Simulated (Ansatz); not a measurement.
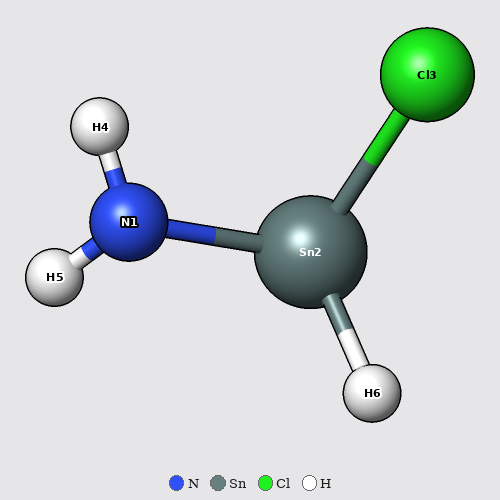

The system is ClH₃NSn, SMILES [NH2][SnH][Cl], spin multiplicity 2; the picture shows the reference structure. Coordinates scanned: (1) umbrella angle at N1 (between each of its bonds and their common axis; 90 is planar); (2) change of the bonds N1–Sn2, N1–H4, N1–H5, all alike. Nothing is relaxed (all other coordinates rigid). The grid has 9 × 9 points. Points are written as (first, second). Energies are in kcal/mol, from the relaxed molecule at the same level. Method: UKS wB97M-V/def2-SVP in Ansatz.

Its coordinates:

```
atom    x (Å)    y (Å)    z (Å)
   N  -0.5515   0.2219  -0.8563
  Sn   0.2030  -0.5631   0.8729
  Cl   2.5222  -0.5406   0.3835
   H  -0.1170  -0.1381  -1.7058
   H  -1.5634   0.1804  -0.9727
   H  -0.0429   0.6343   2.1068
```

Range: umbrella angle at N1 (between each of its bonds and their common axis; 90 is planar) from 62.4 to 117.6°; change of the bonds N1–Sn2, N1–H4, N1–H5, all alike from −0.150 to 0.231 Å.

**What landscape does the calculation give?**

The lowest grid point is at (103.8°, −0.007 Å), 0.08 kcal/mol from the relaxed molecule at the same level. It is the only kind of minimum in the scanned range. The highest grid point, (83.1°, 0.231 Å), lies 50.4 kcal/mol above the lowest.

```tsv
second ↓, first →	62.4	69.3	76.2	83.1	90.0	96.9	103.8	110.7	117.6
0.231	42.0	44.8	48.6	50.5	49.5	46.4	42.5	39.1	37.8
0.184	30.4	32.1	34.9	36.3	35.5	32.9	29.6	26.9	26.3
0.136	20.1	20.7	22.4	23.4	22.7	20.5	17.9	15.9	16.3
0.088	12.2	11.6	12.3	12.8	12.1	10.4	8.4	7.2	8.6
0.041	7.6	5.8	5.6	5.6	4.9	3.5	2.1	1.9	4.3
−0.007	7.4	4.2	3.1	2.6	1.8	0.8	0.1	0.7	4.3
−0.054	12.9	8.5	6.5	5.5	4.6	3.9	3.8	5.4	10.2
−0.102	26.5	20.7	17.8	16.2	15.3	14.9	15.4	18.0	24.0
−0.150	50.4	43.4	39.6	37.5	36.5	36.4	37.5	41.0	48.3
```

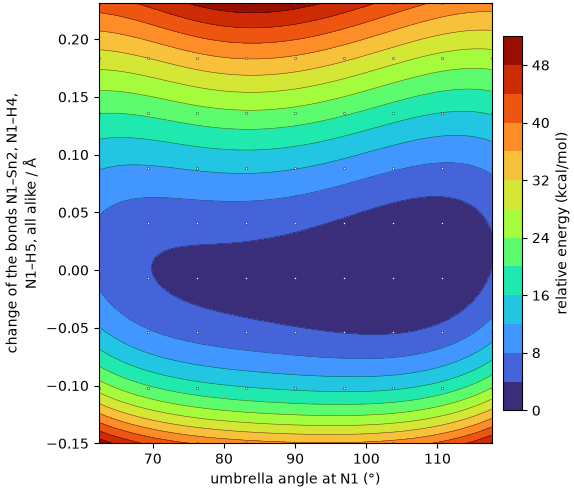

In the figure: filled contours, dots at the grid points. Between grid points the surface is interpolated.

Each point was launched as `ansatz run input.yaml --threads 1 --pin off --max-ram 2560MiB --backend cpu --events-out ev --progress --plain --runs-dir out`. The whole map (81 points run) took 31 min on 1 thread of Arm Neoverse V2 (shared host).
